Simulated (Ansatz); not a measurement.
We consider zinc-blende BeS, described by revPBE (PAW; Ansatz, a quantum-chemistry and plane-wave program).

Numerical settings: plane-wave cutoff 520 eV, 12×12×12 k mesh, Fermi–Dirac smearing 0.01 eV, scalar-relativistic PAW data made under PBE.

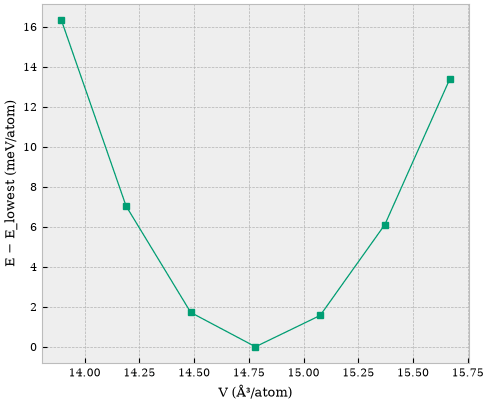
Total energy against volume

### Question
From the curve, estimate the equilibrium volume and the bulk modulus.

### Answer
V0 ≈ 14.8 Å³/atom and B0 ≈ 89 GPa; the fit gives V0 = 14.782 Å³/atom, B0 = 88.7 GPa, B′ = 3.8.

Measured, for comparison: bulk modulus 105 GPa (room temperature, no zero-point or thermal correction; as tabulated in Narayana, Nesamony, Ruoff, Phys. Rev. B 56, no. 22 (1997)); equilibrium volume per atom 14.44 Å³/atom (room temperature, no zero-point or thermal correction; as tabulated in Narayana, Nesamony, Ruoff (BeS at high pressure; core.ac.uk copy)). Computed (rounded) less measured: bulk modulus -16 %, equilibrium volume per atom +2.4 %.

The computed numbers hold no vibrational or temperature effects.
